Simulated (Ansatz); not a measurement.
C$_{2}$H$_{10}$Al$_{2}$Si (SMILES C[CH]([AlH2])[AlH][SiH3])

The calculation's input:

```
crystal:
  periodic: [false, false, false]
  atoms:
    - { symbol: C, position_ang: [-1.5537, -0.2959, -0.993] }
    - { symbol: C, position_ang: [-0.2345, -0.9047, -0.8539] }
    - { symbol: Al, position_ang: [-0.1981, -2.0842, 0.7445] }
    - { symbol: Al, position_ang: [1.2799, 0.488, -0.6764] }
    - { symbol: Si, position_ang: [1.1199, 2.0137, 1.0905] }
    - { symbol: H, position_ang: [-1.621, 0.406, -1.913] }
    - { symbol: H, position_ang: [-1.8162, 0.3758, -0.1135] }
    - { symbol: H, position_ang: [-2.3451, -1.0151, -1.1246] }
    - { symbol: H, position_ang: [-0.0086, -1.5023, -1.7074] }
    - { symbol: H, position_ang: [1.1835, -2.8619, 1.1434] }
    - { symbol: H, position_ang: [-1.467, -2.2401, 1.705] }
    - { symbol: H, position_ang: [2.4248, 0.5355, -1.7076] }
    - { symbol: H, position_ang: [-0.1762, 2.8238, 0.9979] }
    - { symbol: H, position_ang: [1.1177, 1.2998, 2.4002] }
    - { symbol: H, position_ang: [2.2728, 2.9109, 1.0373] }
basis:
  gaussian: { orbitals: cc-pVDZ }
hamiltonian:
  xc: pbe0
relax:
  f_tol: 0.015
  max_steps: 40
output:
  orbitals: {}
```

Launched as:

```sh
ansatz run input.yaml --threads 2 --pin off --max-ram 3072MiB --backend cpu --events-out ev --progress --plain --runs-dir out
```

The fields are those of the run's last geometry, not of the input's.

These are results of Ansatz, RKS PBE0/cc-pVDZ, not measurements.

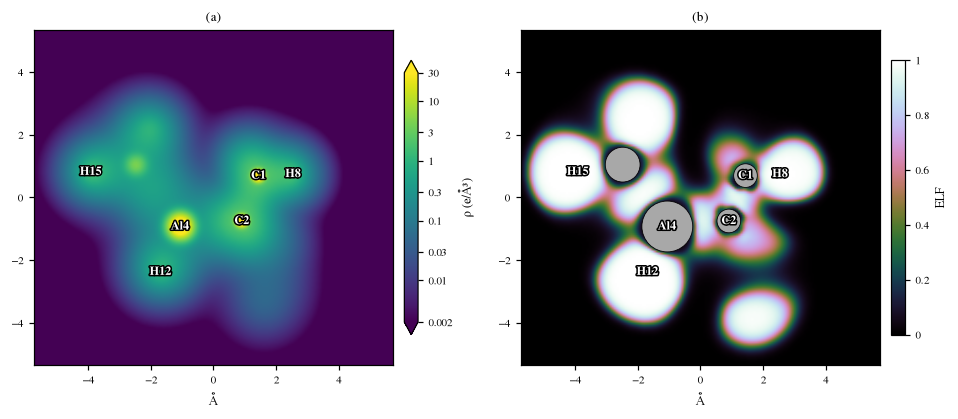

Figure 1. (a) total electron density; (b) ELF on the plane of atoms C1, C2 and Al4. Grey discs cover the atomic cores in the ELF map.

**Read the bonding off the picture.**

- The plane passes through C, Al and H nuclei.
- C–C (1.54 Å): ρ at the midpoint is about 1.5 e/Å³; the ELF peaks at about 0.95 between the atoms: localised, covalent bonding.
- C–Al (1.97 Å): ρ is about 0.65 e/Å³ halfway; the ELF peaks at about 0.95 between the atoms (a polar covalent bond).
- C–H (1.10 Å): ρ at the midpoint is about 1.9 e/Å³; the ELF climbs to about 1 towards the hydrogen, as it does in any bond to H: a covalent bond by its length.
- Al–H (1.60 Å): ρ at the midpoint is about 0.49 e/Å³; the ELF climbs to about 1 towards the hydrogen.

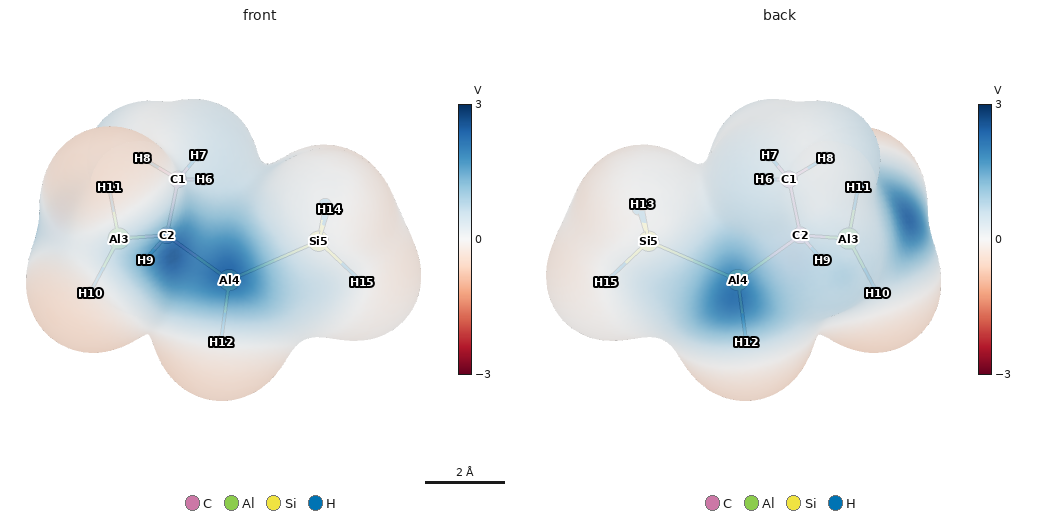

Figure 2. The molecular electrostatic potential painted on the density surface at 0.001 e/bohr³, seen from the front and from behind; red is negative and blue positive.

**Where is the surface potential most negative and most positive?**

The most negative region (about −0.5 V, or −12 kcal/mol for a unit charge) lies over H10, H11 and H12, the most positive (about +2.4 V, or +55 kcal/mol for a unit charge) over Al3 and Al4.

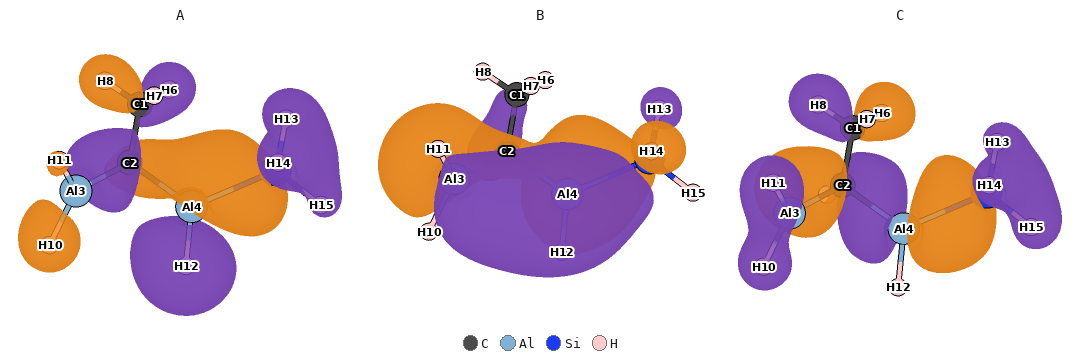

Figure 3. Three frontier orbitals at ±0.06 Å⁻³ᐟ² (orange and purple are the two phases), in no order.

**Which picture is the HOMO−1, the HOMO and the LUMO?**

A is the HOMO−1 (−7.72 eV). By Hirshfeld shares it lies mainly on Al4 (about 25 %), Si5 (about 20 %), H12 (about 20 %) and C2 (about 10 %). C is the HOMO (−7.03 eV). Its weight (Hirshfeld) is mainly on C2 (about 30 %), Si5 (about 20 %), Al4 (about 15 %) and Al3 (about 10 %). B is the LUMO (−2.04 eV). Its weight (Hirshfeld) is mainly on Al4 (about 45 %), Al3 (about 25 %) and C2 (about 5 %).

**What is the HOMO–LUMO gap?**

4.99 eV between the orbital energies.
